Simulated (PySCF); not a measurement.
System: AlCl (charge −1, doublet).

```xyz
2

Al    0.0000    0.0000   -1.3208
Cl    0.0000    0.0000    1.0192
```

Theory: PBE0/aug-cc-pVDZ-DK/X2C, spin-free X2C-1e, Gaussian nucleus, at a bond length of 2.340 Å (PySCF 2.14.0).

### What will maps of the electron density, electron localisation function and spin density show?

Al–Cl (2.34 Å): ρ is about 0.44 e/Å³ halfway; the ELF peaks at about 0.85 in the valence shell of Cl, 0.9 Å from its nucleus, and is about 0.70 at the midpoint.
The unpaired spin (1 electron) lies mostly on Al1 (about 0.9), in electrons by Hirshfeld's partition.

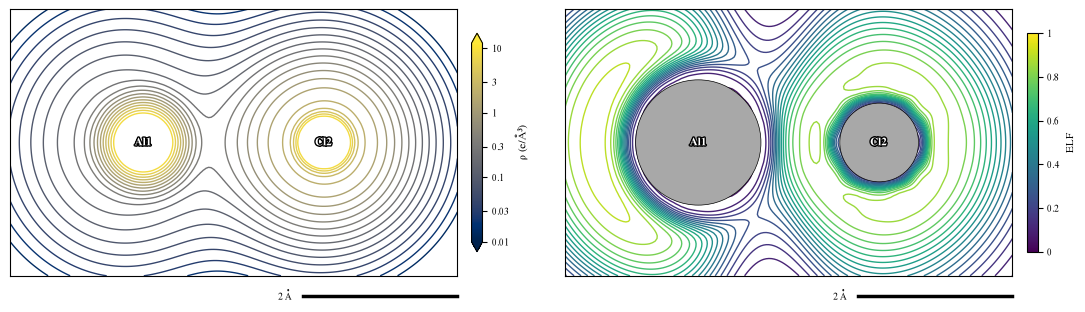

Computed electron density and electron localisation function on a plane that holds the molecular axis, in this order. Grey discs cover the atomic cores in the ELF map. 
